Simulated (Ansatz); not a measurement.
GaH₃O₃···H₂

```xyz
9

Ga    0.3928   -0.4094    0.1248
H    -1.5816    1.5366   -0.1069
O    -0.7949   -1.6159    0.6585
O     1.1907    0.6312    1.3212
H    -1.3189    1.4846   -0.8065
O     0.8296   -0.2957   -1.5933
H    -0.9278   -1.6198    1.6091
H     1.8312    1.2316    0.9333
H     0.3788   -0.9432   -2.1402
```

The product side of a reaction path; geometry: PBE0-D4/def2-TZVP; a saddle point, not a minimum.

Computed with Ansatz 0.2.0, RKS PBE0-D4/def2-TZVPP.

Q: What can the converged electron density and electron localisation function tell about the bonding?

A: Ga–O (1.78 Å): ρ at the midpoint is about 0.95 e/Å³; the ELF peaks at about 0.85 in the valence shell of O, 0.6 Å from its nucleus, and is about 0.25 at the midpoint.
O–H (0.96 Å): the density is about 3.8 e/Å³ at the midpoint; the ELF climbs to about 1 towards the hydrogen, as it does in any bond to H; an ordinary covalent bond to hydrogen.

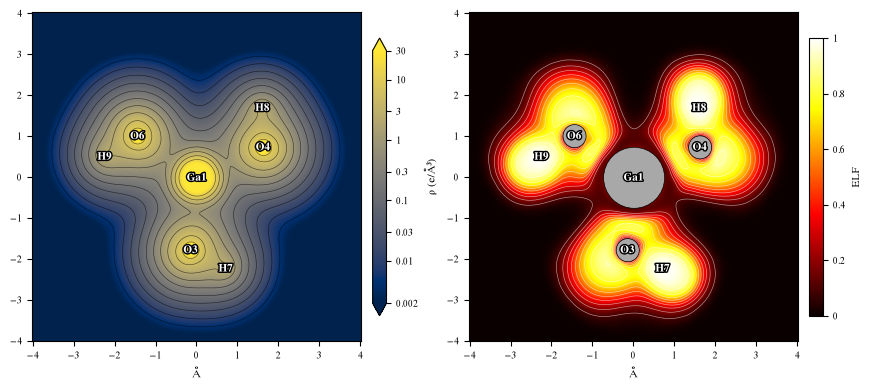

Computed electron density and electron localisation function on the plane of atoms O3, Ga1 and O4, in this order. Grey discs cover the atomic cores in the ELF map. 
